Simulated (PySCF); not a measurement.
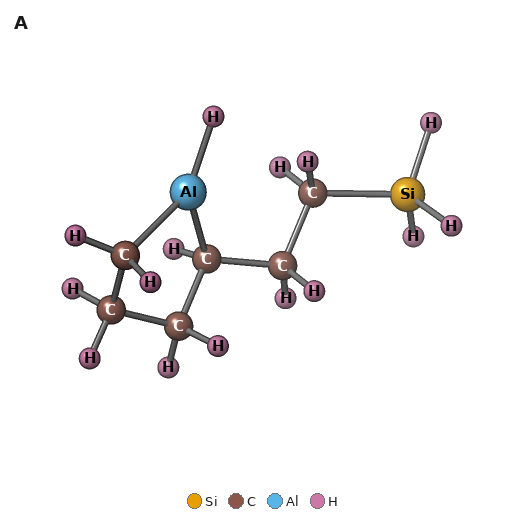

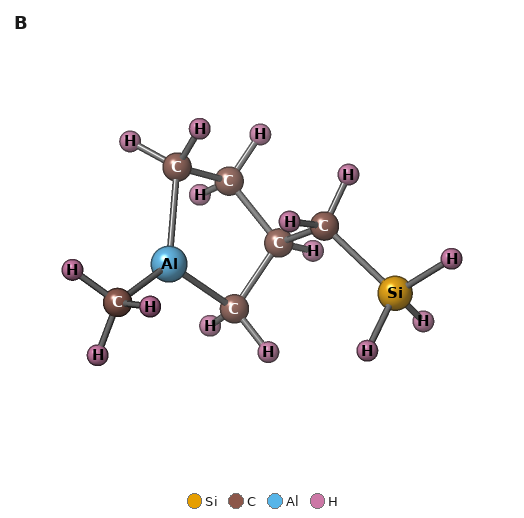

2 stationary structures of one formula. Geometries: GFN2-xTB. Electronic energies: PBE0/pcSseg-1 (PySCF 2.14.0), without zero-point energy. No frequency run is at hand to confirm each as a minimum. Each is one conformer, not always the lowest.

> How are they related?

They are constitutional isomers of C6H15AlSi: A `[SiH3]CC[C@H]1CC[CH2][AlH]1`, B `[CH3][Al]1[CH2]C[C@@H](C[SiH3])[CH2]1`.

> Which structure is the most stable?

B is lowest; A lies 0.579 eV above it.

The geometry is semi-empirical. Around Al, Si such bond lengths and angles can be off by a tenth of an ångström or more and by several degrees, and values that hang on the shape move with them.
